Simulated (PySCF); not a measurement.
## Electronic structure of C2H2AlF (SMILES C#[C][AlH][F]) in real space

Input

```
{"job": {"kind": "uv", "xc": "CAM-B3LYP", "basis": "def2-SVPD", "nstates": 8, "ntriplets": 3}, "charge": 0, "multiplicity": 1}
C      1.887088    -0.065360    -0.029801
C      0.678228     0.005298    -0.008980
Al    -1.256729     0.079442     0.017917
F     -2.195810    -1.265891    -0.117131
H      2.940923    -0.119164    -0.046570
H     -2.050578     1.367665     0.162990
```

Run with:

```sh
OMP_NUM_THREADS=1 python probes_run.py task.json out
```

Geometry: GFN2-xTB.

These are results of PySCF, CAM-B3LYP/def2-SVPD, SCF density, gas phase, not measurements.

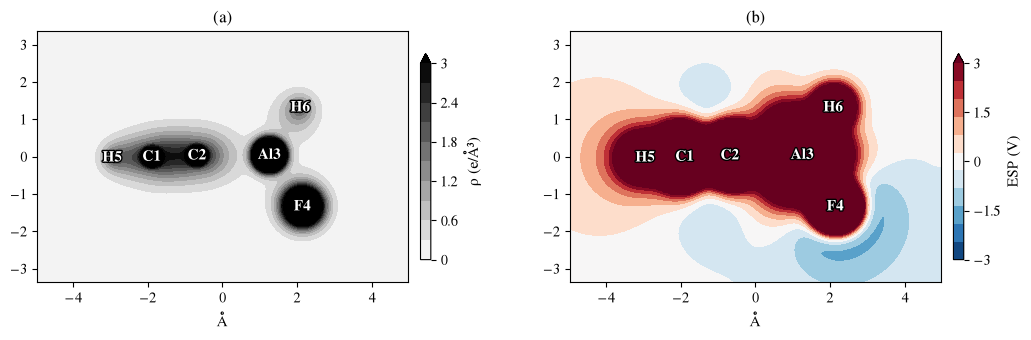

Figure 1. (a) total electron density; (b) molecular electrostatic potential on the molecular plane.

**What do the fields say about this system?**

- The plane passes through C, Al, F and H nuclei.
- C–C (1.21 Å): the density is about 2.7 e/Å³ at the midpoint.
- Al–F (1.65 Å): the density is about 0.83 e/Å³ at the midpoint.
- C–Al (1.94 Å): ρ is about 0.71 e/Å³ halfway.
- C–H (1.06 Å): the density is about 2.1 e/Å³ at the midpoint.
- Al–H (1.52 Å): the density is about 0.61 e/Å³ at the midpoint.
- Outside the dense part of the molecule the potential is most negative (−1.5 V) near F4.

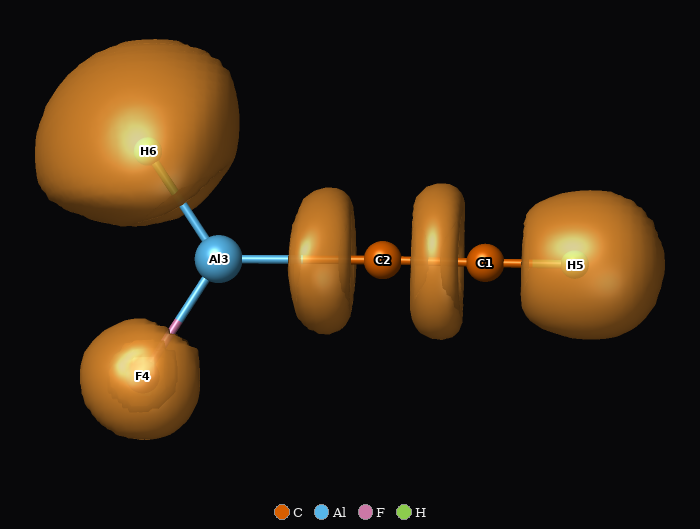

Figure 2. Isosurface of the ELF at 0.8 (orange), seen across its widest extent. Core shells and regions of very low density are left out.

**Identify the bonds, lone pairs and shells in this picture.**

The ELF exceeds this value in one region between bonded C–C atoms (shared pairs), two regions around hydrogen nuclei, one lobe of the valence shell of C pointing towards Al (polar bonds) and one region wrapped around F (its valence shell). Profiles from the grid: C–C (1.21 Å): the ELF peaks at about 0.85 between the atoms (a short, multiple covalent bond). Al–F (1.65 Å): the ELF peaks at about 0.85 in the valence shell of F, 0.6 Å from its nucleus, and is about 0.30 at the midpoint.

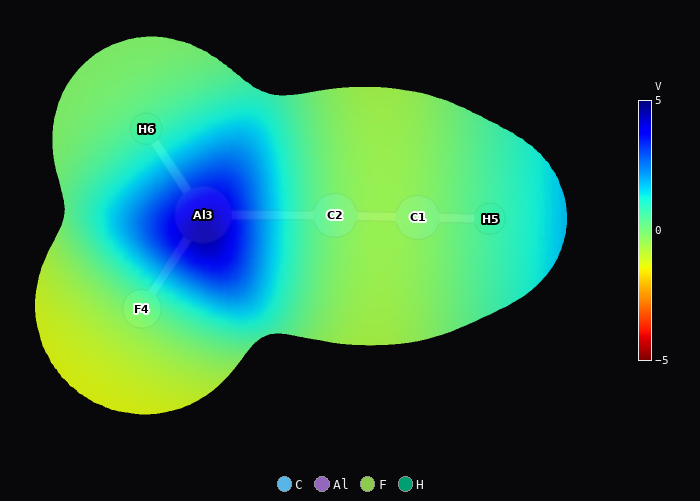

Figure 3. The electrostatic potential painted on the density surface at 0.002 e/bohr³, seen across its widest extent; the colour scale runs from red (negative) to blue (positive).

**Describe the electrostatic potential map.**

The most negative region (about −1.3 V, or −30 kcal/mol for a unit charge) lies over F4, the most positive (about +4.4 V, or +101 kcal/mol for a unit charge) over Al3.
